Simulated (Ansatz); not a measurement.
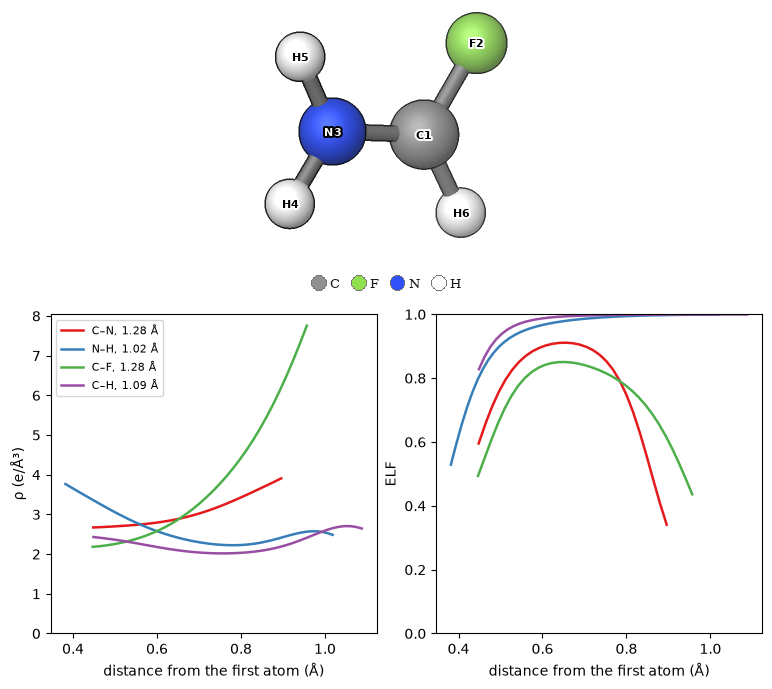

CH$_{3}$FN (charge +1). Total electron density and electron localisation function along straight lines between neighbouring atoms. The curves leave out the atomic cores. The structure is drawn too.

Geometry: B3LYP-D3(BJ)/6-311G**.

Theory: isolated molecule in a Gaussian basis; Kohn-Sham density functional theory, functional PBE0 in Ansatz.

The calculation's input:

```
crystal:
  periodic: [false, false, false]
  atoms:
    - {symbol: C, position_ang: [-0.686324, -1.002795, 0.543900]}
    - {symbol: F, position_ang: [-0.746048, 0.043998, -0.182608]}
    - {symbol: N, position_ang: [-1.754772, -1.485179, 1.057280]}
    - {symbol: H, position_ang: [-1.720825, -2.320191, 1.639035]}
    - {symbol: H, position_ang: [-2.662965, -1.046785, 0.896933]}
    - {symbol: H, position_ang: [0.295919, -1.444666, 0.694626]}
basis:
  gaussian:
    orbitals: def2-TZVPD
magnetization:
  spin_polarized: false
  initial_magnetization: 0
total_charge: 1
hamiltonian:
  xc: pbe0
output:
  forces: true
  orbitals: {seedname: orbitals}
```

Launched as:

```sh
ansatz run input.yaml --threads 1 --pin off --max-ram 2610MiB --events-out events.jsonl --progress --plain --runs-dir runs
```

Compare the contacts.

C–N (1.28 Å): the density is about 2.9 e/Å³ at the midpoint; the ELF peaks at about 0.90 between the atoms; a covalent bond.
N–H (1.02 Å): ρ at the midpoint is about 3 e/Å³; the ELF climbs to about 1 towards the hydrogen, as it does in any bond to H (a covalent bond by its length).
C–F (1.28 Å): ρ is about 2.8 e/Å³ halfway; the ELF peaks at about 0.85 between the atoms, as expected for a polar covalent bond.
C–H (1.09 Å): ρ is about 2.3 e/Å³ halfway; the ELF is about 1 at the midpoint: an ordinary covalent bond to hydrogen.
